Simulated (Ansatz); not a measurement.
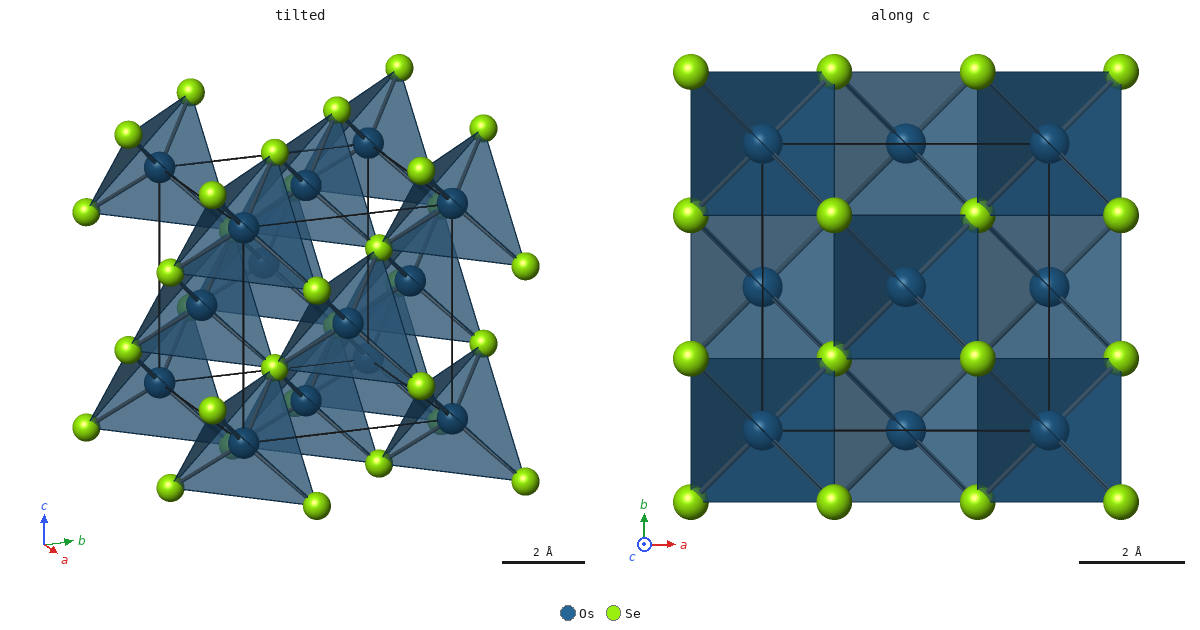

Shown here is a polyhedral view of the crystal, taken slightly off an axis and along the c axis. Lines trace the edges of the conventional unit cell. A few atoms beyond the faces are included.

OsSe, zinc blende (sphalerite type), space group F-43m (No. 216), a = 5.509 Å, b = 5.509 Å, c = 5.509 Å, α = 90.00°, β = 90.00°, γ = 90.00°. The structure comes from a structure type filled with these elements by a generator (whether the compound takes this form wasn't checked). Earlier steps of the study, as a rule a relaxation of our own, may have changed the cell and positions, so they can lie some per cent off the listed ones. It was the input of a calculation with Ansatz.

This one geometry was computed with Ansatz (DFT, plane waves, PAW) at five levels of theory: r2SCAN, PBE, PBE with spin-orbit coupling, LDA and PBEsol.

Which level gives the highest pressure at this volume, and what does that say about its equilibrium volume?

Highest: PBE with spin-orbit coupling (1.0 GPa), which points to the largest equilibrium volume. Lowest, with the smallest volume: LDA (-7.7 GPa). Levels within 0.5 GPa of each other can't be told apart.

How does the band gap change with the level of theory?

All levels give a metal.

Collect the results in a table.

| level | cutoff (eV) | k-mesh of the run's cell | gap (eV) | pressure (GPa) | absolute moment (μB/atom) |
| --- | --- | --- | --- | --- | --- |
| r2SCAN | 500 | 10×10×10 | metal | -3.3 | 0.07 |
| PBE | 420 | 10×10×10 | metal | 0.1 | 0.00 |
| PBE with spin-orbit coupling | 420 | 10×10×10 | metal | 1.0 | 0.00 |
| LDA | 420 | 10×10×10 | metal | -7.7 | 0.00 |
| PBEsol | 420 | 10×10×10 | metal | -5.1 | 0.00 |

Gaps are taken on the k-mesh or band path of each run.
